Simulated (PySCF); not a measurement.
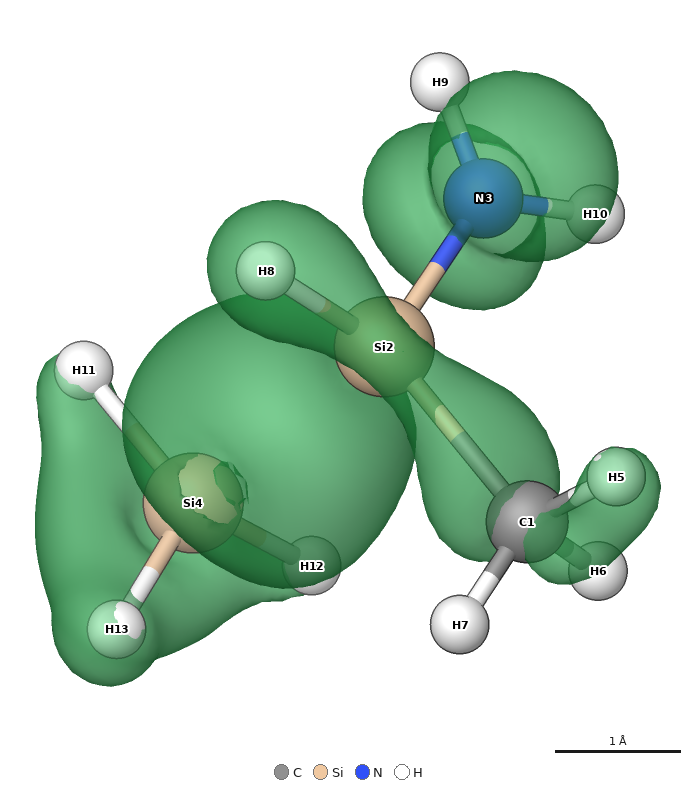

Figure 1: CH9NSi2 (charge +1, doublet). Isosurfaces of the spin density at +0.015 (green) and −0.015 e/Å³ (red), seen at an oblique angle.

Geometry: GFN2-xTB.

The calculation used UKS B3LYP, pcH-1 on C H N Si, non-relativistic, mean-field spin-orbit, GIAO (PySCF 2.14.0, density-fitted response routines).

```xyz
13

C    -1.0333   -1.4091    0.2930
Si   -0.5187    0.2003   -0.5469
N    -1.0445    1.5736    0.2949
Si    2.0610    0.1085   -0.1884
H    -2.1115   -1.5332    0.2195
H    -0.7754   -1.4183    1.3497
H    -0.5748   -2.2787   -0.1702
H    -0.6414    0.4066   -1.9823
H    -1.1064    2.4976   -0.1025
H    -1.3610    1.5667    1.2524
H     2.4978    1.3613   -0.7879
H     2.1813    0.0292    1.2617
H     2.4224   -1.1040   -0.9108
```

> Where is the unpaired spin?

The unpaired spin (1 electron) lies mostly on Si4 (about 0.4), N3 (about 0.3) and Si2 (about 0.2), in electrons by Hirshfeld's partition.
